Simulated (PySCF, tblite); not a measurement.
# C6H3BCl2F radical: geometry, infrared bands and EPR parameters

Aim: predict the infrared bands and EPR parameters of C6H3BCl2F radical (`Fc1cc[c]cc1B(Cl)Cl`).

Computed with tblite 0.8.0 and PySCF 2.14.0, with density-fitted response routines of our own, on a single molecule in the gas phase. Atoms count from 0, in the outputs and in this text.

### 1 The molecule as given

13 atoms, charge 0, multiplicity 2; geometry from: force field or distance geometry start.

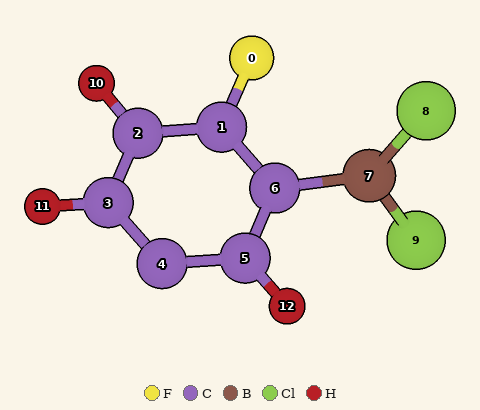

The starting geometry (fluorine yellow, carbon purple, boron brown, chlorine green, hydrogen red), atoms numbered.

### 2 Relaxing the molecule with GFN2-xTB

The job: settings as JSON, then the geometry in Å.

```
{"job": {"kind": "relax", "xc": "GFN2-xTB", "basis": "xTB"}, "charge": 0, "multiplicity": 2}
F      0.321900     2.248500    -0.040700
C     -0.186000     0.976900    -0.031300
C     -1.556200     0.800800    -0.010000
C     -2.059200    -0.473300    -0.003500
C     -1.193000    -1.547900     0.022200
C      0.169500    -1.384200     0.004200
C      0.670700    -0.092000    -0.015400
B      2.219700     0.195700    -0.017700
Cl     2.976300     0.632900     1.587800
Cl     3.148300    -0.208500    -1.527400
H     -2.223300     1.679000    -0.023400
H     -3.136800    -0.595700     0.012800
H      0.843900    -2.231600     0.024700
```

On the command line:

```sh
OMP_NUM_THREADS=1 python probes_run.py task.json out
```

The driver reads the jobs from task.json and runs them one after another.

The program printed:

```text
step      E/eV     max force
  0    -799.44997    1.805
  1    -799.61669    1.392
  2    -799.71283    0.808
  3    -799.76152    0.692
  4    -799.77282    0.423
  5    -799.78441    0.276
  6    -799.78984    0.262
  7    -799.79659    0.304
  8    -799.80100    0.233
  9    -799.80386    0.139
 10    -799.80532    0.084
 11    -799.80622    0.075
 12    -799.80695    0.095
 13    -799.80754    0.086
 14    -799.80793    0.052
 15    -799.80811    0.031
 16    -799.80822    0.031
 17    -799.80834    0.033
 18    -799.80852    0.042
 19    -799.80874    0.041
 20    -799.80900    0.046
 21    -799.80933    0.059
 22    -799.80983    0.074
 23    -799.81066    0.095
 24    -799.81208    0.135
 25    -799.81436    0.188
 26    -799.81751    0.221
 27    -799.82267    0.212
 28    -799.82920    0.204
 29    -799.83513    0.217
 30    -799.82914    0.518
 31    -799.84064    0.175
 32    -799.84299    0.149
 33    -799.85248    0.342
 34    -799.85700    0.124
 35    -799.86117    0.121
 36    -799.86379    0.309
 37    -799.86855    0.155
 38    -799.87105    0.154
 39    -799.87423    0.286
 40    -799.87852    0.092
 41    -799.88004    0.070
 42    -799.88123    0.090
 43    -799.88179    0.084
 44    -799.88331    0.055
 45    -799.88384    0.051
 46    -799.88428    0.069
 47    -799.88466    0.075
 48    -799.88520    0.067
 49    -799.88571    0.060
 50    -799.88617    0.046
 51    -799.88645    0.046
 52    -799.88661    0.033
 53    -799.88669    0.037
 54    -799.88679    0.027
 55    -799.88687    0.024
 56    -799.88694    0.022
 57    -799.88698    0.019
 58    -799.88706    0.017
 59    -799.88714    0.019
 60    -799.88724    0.028
 61    -799.88733    0.030
 62    -799.88740    0.023
 63    -799.88747    0.020
 64    -799.88753    0.017
 65    -799.88758    0.020
 66    -799.88762    0.021
 67    -799.88766    0.016
 68    -799.88770    0.013
 69    -799.88772    0.015
 70    -799.88773    0.013
 71    -799.88775    0.009
```

Wall time 0.63 s (1 thread of Arm Neoverse V1, shared host).

Relaxation path: (not every step is listed)

| step | energy from step 0 (eV) | largest force (eV/Å) |
| --- | --- | --- |
| 0 | 0.0000 | 1.8047 |
| 1 | -0.1667 | 1.3919 |
| 2 | -0.2629 | 0.8083 |
| 3 | -0.3116 | 0.6924 |
| 4 | -0.3229 | 0.4227 |
| 5 | -0.3344 | 0.2757 |
| 6 | -0.3399 | 0.2622 |
| 7 | -0.3466 | 0.3040 |
| 8 | -0.3510 | 0.2329 |
| 13 | -0.3576 | 0.0861 |
| 18 | -0.3586 | 0.0419 |
| 23 | -0.3607 | 0.0954 |
| 28 | -0.3792 | 0.2042 |
| 33 | -0.4025 | 0.3424 |
| 38 | -0.4211 | 0.1543 |
| 43 | -0.4318 | 0.0843 |
| 48 | -0.4352 | 0.0673 |
| 53 | -0.4367 | 0.0369 |
| 58 | -0.4371 | 0.0170 |
| 63 | -0.4375 | 0.0201 |
| 66 | -0.4376 | 0.0214 |
| 67 | -0.4377 | 0.0162 |
| 68 | -0.4377 | 0.0131 |
| 69 | -0.4377 | 0.0150 |
| 70 | -0.4378 | 0.0131 |
| 71 | -0.4378 | 0.0092 |

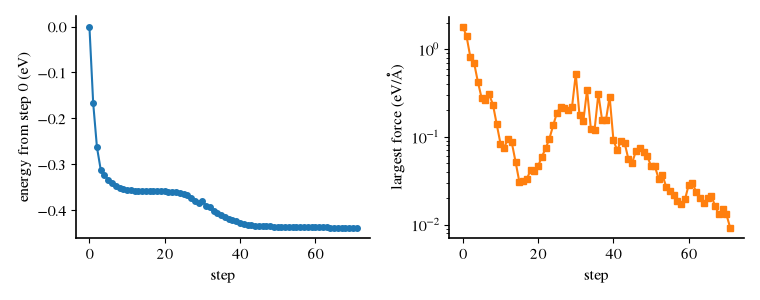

Energy and force, step by step.

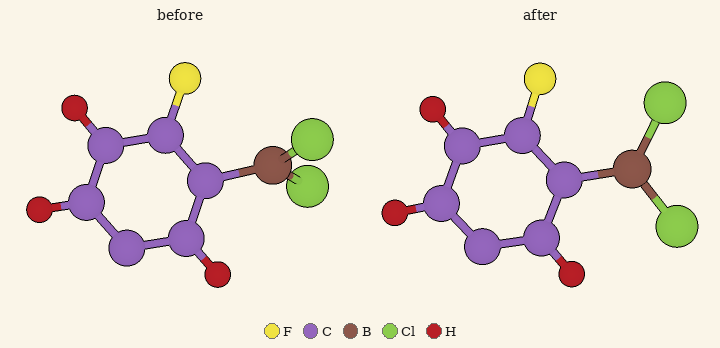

The geometry before (left) and after (right).

Close pairs (by a distance rule), those that changed most:

| bond | before (Å) | after (Å) | change (Å) |
| --- | --- | --- | --- |
| B7–Cl8 | 1.828 | 1.714 | -0.114 |
| B7–Cl9 | 1.818 | 1.725 | -0.093 |
| C1–C6 | 1.370 | 1.401 | +0.031 |
| C5–C6 | 1.386 | 1.415 | +0.029 |
| C2–H10 | 1.103 | 1.079 | -0.024 |
| F0–C1 | 1.369 | 1.346 | -0.023 |
| C2–C3 | 1.370 | 1.391 | +0.021 |
| C4–C5 | 1.372 | 1.356 | -0.016 |

The end geometry stands in the next job.

### 3 Harmonic vibrations with GFN2-xTB

The job: settings as JSON, then the geometry in Å.

```
{"job": {"kind": "ir", "xc": "GFN2-xTB", "basis": "xTB"}, "charge": 0, "multiplicity": 2}
F      0.227480     2.228041     0.401570
C     -0.213740     0.975128     0.182582
C     -1.586438     0.797607     0.157553
C     -2.098897    -0.472362    -0.084468
C     -1.191418    -1.474391    -0.279235
C      0.157337    -1.335715    -0.259563
C      0.712180    -0.056735    -0.018705
B      2.264490     0.124936     0.018981
Cl     3.027435     1.559013     0.566626
Cl     3.274458    -1.180246    -0.484240
H     -2.235988     1.644255     0.318892
H     -3.163811    -0.639278    -0.117546
H      0.822524    -2.169766    -0.420175
```

The program printed:

```text
mode    cm-1     km/mol
  1      10.1      0.20
  2      92.6      0.26
  3     132.4      0.19
  4     210.6      2.38
  5     229.2      6.31
  6     249.4      4.35
  7     309.7      3.20
  8     346.5      2.08
  9     442.2      6.13
 10     455.0      4.12
 11     497.8      7.05
 12     509.1      1.89
 13     581.5      3.33
 14     659.6      8.66
 15     764.5     98.97
 16     778.0     12.43
 17     793.2     28.10
 18     853.4     75.02
 19     858.2      0.77
 20     894.9      0.45
 21    1086.8      1.79
 22    1089.7     82.06
 23    1149.6     99.57
 24    1195.6     45.44
 25    1206.1     28.30
 26    1254.6     18.63
 27    1395.7     61.27
 28    1406.1     43.56
 29    1489.6     43.40
 30    1596.5     17.05
 31    3087.6      3.70
 32    3089.9      1.98
 33    3098.3      9.19
```

Wall time 0.58 s (1 thread of Arm Neoverse V1, shared host).

Which atoms move in the most intense modes:

| cm⁻¹ | km/mol | atoms |
| --- | --- | --- |
| 764 | 99.0 | B7 59 % |
| 853 | 75.0 | B7 55 %, C2 16 %, C4 11 % |
| 1090 | 82.1 | H11 31 %, C6 14 %, C5 13 %, H12 12 % |
| 1150 | 99.6 | H11 32 %, C6 26 %, H10 14 %, B7 11 % |
| 1196 | 45.4 | H12 31 %, C6 25 %, C1 17 % |
| 1396 | 61.3 | C1 34 %, C4 24 %, C2 12 %, C6 12 % |
| 1406 | 43.6 | C5 18 %, C3 17 %, C1 15 %, C6 12 % |
| 1490 | 43.4 | C2 27 %, C3 25 %, C6 19 %, C1 13 % |

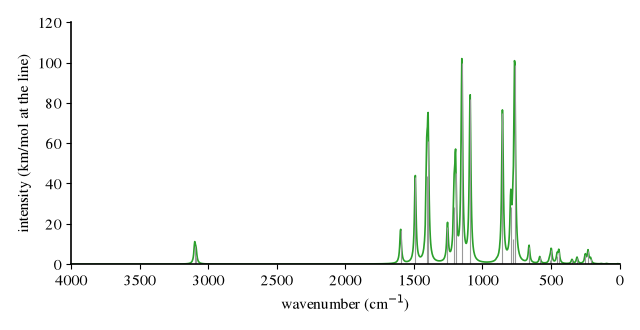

The infrared spectrum from these modes, unscaled. Lines are broadened to a width of 14 cm⁻¹ (Lorentzian).

### 4 g tensor and hyperfine couplings: B3LYP/pcH-1

Settings changed since step 3:

```diff
@@ -1,2 +1,2 @@
-{"job": {"kind": "ir", "xc": "GFN2-xTB", "basis": "xTB"}, "charge": 0, "multiplicity": 2}
+{"job": {"kind": "epr", "basis": "pcH-1"}, "charge": 0, "multiplicity": 2}
 F      0.227480     2.228041     0.401570
```

With the program's defaults for keys left out, this is: UKS B3LYP, pcH-1 on B C Cl F H, non-relativistic, mean-field spin-orbit, GIAO.

The program printed:

```text
UKS, coarse grid
  cycle   1  E = -1275.49797127  |g| = 4.20e-01
  cycle   2  E = -1275.45254967  |g| = 5.54e-01
  cycle   3  E = -1275.55918070  |g| = 9.12e-02
  cycle   4  E = -1275.56149732  |g| = 5.77e-02
  cycle   5  E = -1275.56322025  |g| = 1.24e-02
  cycle   6  E = -1275.56329611  |g| = 5.91e-03
  cycle   7  E = -1275.56331891  |g| = 2.62e-03
  cycle   8  E = -1275.56332554  |g| = 1.31e-03
  cycle   9  E = -1275.56332760  |g| = 9.43e-04
UKS, final grid
  cycle   1  E = -1275.56334207  |g| = 1.46e-03
  cycle   2  E = -1275.56333944  |g| = 2.73e-03
  cycle   3  E = -1275.56334357  |g| = 2.60e-04
  cycle   4  E = -1275.56334367  |g| = 1.83e-04
  cycle   5  E = -1275.56334379  |g| = 1.33e-04
  cycle   6  E = -1275.56334381  |g| = 2.83e-05
  cycle   7  E = -1275.56334381  |g| = 6.22e-06
E = -1275.56334381 Eh   <S^2> = 0.7568 (exact 0.7500)
g shifts (ppm)      1          2          3
  rmc          -163       -163       -163
  gc             32         10        -25
  oz_so        -551        -64        699
  total        -682       -217        510
hyperfine (MHz)  atom isotope    a_iso     a_fc   dipolar eigenvalues
    0   19F       9.25       9.21    -20.89      4.52     16.37
    1   13C      -9.61      -9.61     -6.58      2.12      4.47
    2   13C      50.61      50.62     -5.99     -1.92      7.91
    3   13C      20.03      20.04    -13.27     -2.23     15.50
    4   13C     409.07     409.17    -79.40    -62.83    142.23
    5   13C      21.27      21.26    -13.72     -1.52     15.24
    6   13C      44.62      44.64     -6.76     -3.17      9.93
    7   11B       5.58       5.58     -0.86     -0.74      1.60
    8  35Cl       1.79       1.77     -0.92     -0.53      1.45
    9  35Cl       0.22       0.21     -0.32      0.04      0.28
   10    1H      12.02      12.02     -3.05     -2.27      5.32
   11    1H      53.32      53.32     -6.83     -5.69     12.52
   12    1H      58.53      58.53     -6.89     -5.75     12.64
```

Run time: 2.7 min. Hardware: 1 thread of Arm Neoverse V1, shared host; peak memory 1.1 GiB.

Principal g values 2.00164, 2.00210, 2.00283; g(iso) = 2.00219, against 2.00232 for a free electron.

Mean a(iso) over the nuclei that a row names, and the largest dipolar term of the row (other rows stand at the frozen geometry):

| nuclei | isotope | a(iso) (MHz) | a(iso) (G, at g = 2.0023) | largest dipolar term (MHz) |
| --- | --- | --- | --- | --- |
| C4 | 13C | 409.1 | 146.0 | 142.2 |
| H12 | 1H | 58.5 | 20.9 | 12.6 |
| H11 | 1H | 53.3 | 19.0 | 12.5 |
| C2 | 13C | 50.6 | 18.1 | 7.9 |
| C6 | 13C | 44.6 | 15.9 | 9.9 |
| C5 | 13C | 21.3 | 7.6 | 15.2 |
| C3 | 13C | 20.0 | 7.1 | 15.5 |
| H10 | 1H | 12.0 | 4.3 | 5.3 |
| C1 | 13C | -9.6 | -3.4 | -6.6 |
| F0 | 19F | 9.2 | 3.3 | -20.9 |
| B7 | 11B | 5.6 | 2.0 | 1.6 |
| Cl8, Cl9 | 35Cl | 1.0 | 0.4 | 1.5 |

Mulliken spin populations:

F0 0.00; C1 -0.04; C2 0.06; C3 -0.07; C4 1.01; C5 -0.08; C6 0.07; B7 0.00; Cl8 0.00; Cl9 0.00; H10 0.01; H11 0.02; H12 0.02

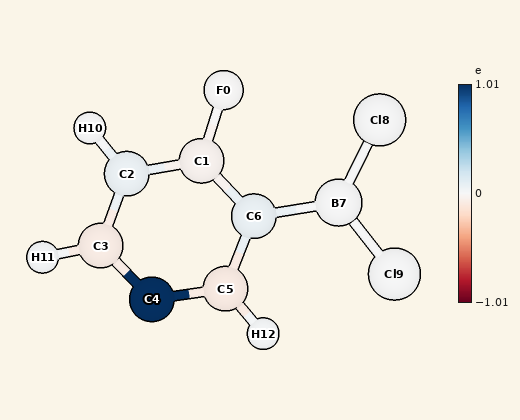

Mulliken spin populations, as colours on the atoms.

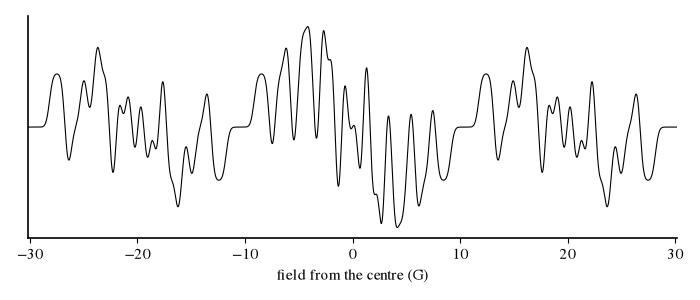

First-order isotropic spectrum (first derivative, main isotopes with spin only, couplings over 0.8 MHz, Gaussian width 0.3 G; couplings of the frozen geometry, rotation of groups not averaged beyond the rows shown).

The fields below are evaluated on a grid from the run's orbitals.

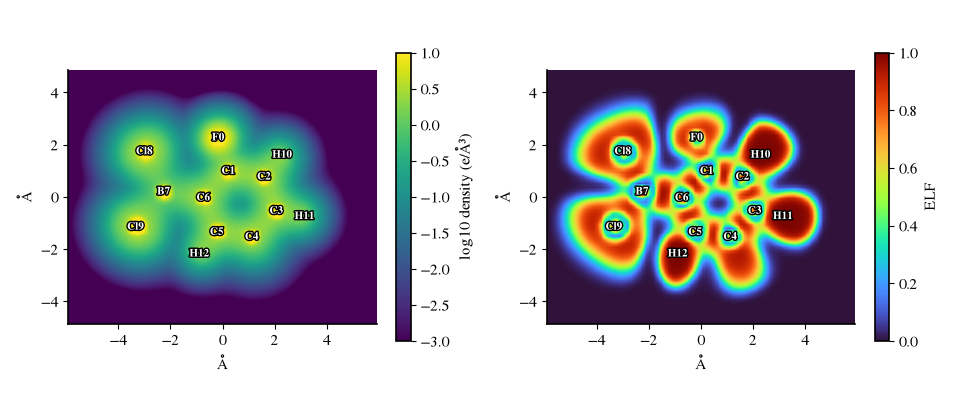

Density (left) and ELF (right) in a plane through or near 13 of the atoms.

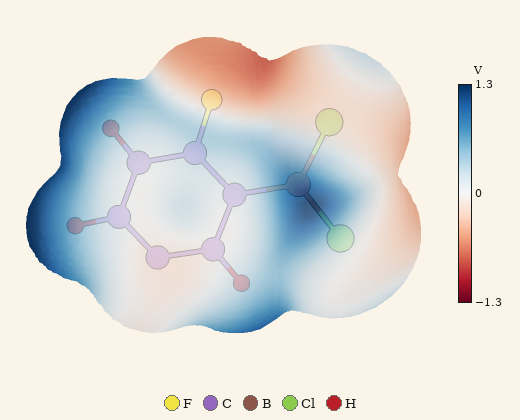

The potential that a unit positive charge feels on the 0.002 e/bohr³ surface, from -0.70 V near F0 to 1.30 V near H11.

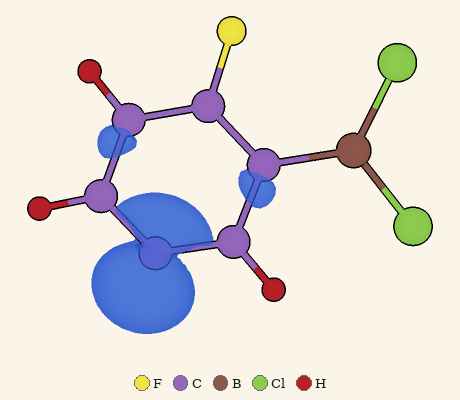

Spin density at ±0.05 e/Å³ (alpha excess blue, beta excess red).

### 5 Outcome

```
                                                                  quantity                  value
                                 strongest single infrared mode (GFN2-xTB)  1150 cm⁻¹, 100 km/mol
                                              zero-point energy (GFN2-xTB)          45.5 kcal/mol
                                                            g(iso) (B3LYP)                2.00219
                                                                      ⟨S²⟩     0.757 (exact 0.75)
                                        largest a(iso) (averaged by class)   13C on C4, 409.1 MHz
potential on the surface of density 0.002 e/bohr³, 1st and 99th percentile     -0.70 V and 1.30 V
```

**Reading.** Over 71 steps the energy fell by 0.438 eV; of the close pairs, B7–Cl8 changed most, 1.828 to 1.714 Å. No mode is imaginary among the 33: a minimum at this level. The strongest single mode, at 1150 cm⁻¹, is carried by H11, C6, H10, B7. GFN2-xTB is a fitted tight-binding method: band positions and strengths are rough. Its intensities can rank the bands wrongly. Most of the unpaired spin sits on C4 (1.01 e). The isotropic g lies 0.1 ppt below the free-electron value. The conformer search found further structures of the same energy, which may be mirror or relabelled copies of this one.
